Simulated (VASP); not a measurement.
Band structure of InSb (relaxed from the rocksalt structure, space group Fm-3m). Computed with r2SCAN meta-GGA, VASP's PBE PAW potentials (set 64) (plane waves; VASP 6.6.1).

Unless said otherwise, spin-orbit coupling is left out, though it shifts the bands of the heavy elements here.

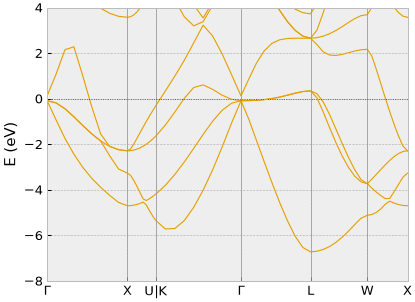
Bands along high-symmetry lines, zero at the valence-band maximum or, without a gap, the Fermi level

Read the plot: is there a gap, and where are the band edges?

It has no gap at this level: it comes out as a metal or semimetal.

The structure was generated: InSb was put into the rocksalt type (Fm-3m), which need not be its known phase. It was relaxed first, which changed the volume by +10 %.
